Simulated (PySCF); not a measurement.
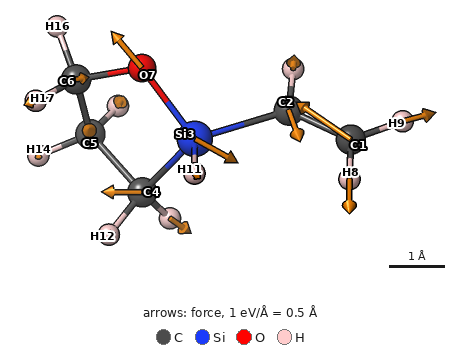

Starting geometry of C5H10OSi with the computed forces as orange arrows. The picture is a ball-and-stick view, seen at a tilt.

The start comes from GFN2-xTB. Its atoms were then displaced at random by about 0.01 Å.

Theory: PBE0-D3(BJ)/def2-SVP geometry optimisation, gas phase in PySCF. 

### What follows when this structure is relaxed?

It isn't relaxed: the largest force vector, on a C atom, is 2.75 eV/Å. The final displacements have little in common with the starting forces (cosine between the two patterns 0.10). The atom that moves furthest after the best rigid fit is an H atom (0.46 Å). Largest moves by element: H 0.46 Å, C 0.17 Å, O 0.13 Å, Si 0.12 Å. Near-neighbour distances that change, for instance: O–Si 1.625 → 1.685 Å, C–H 1.049 → 1.097 Å, C–H 1.069 → 1.100 Å, C–Si 1.886 → 1.860 Å. Among the angles between lasting bonds that change: Si–C–H 120.1° → 115.1°, C–Si–H 112.4° → 107.7°, C–C–H 108.8° → 113.0°. Groups turn about C–Si by about 20°. After 10 geometry steps the energy has fallen by 25.1 kJ/mol.
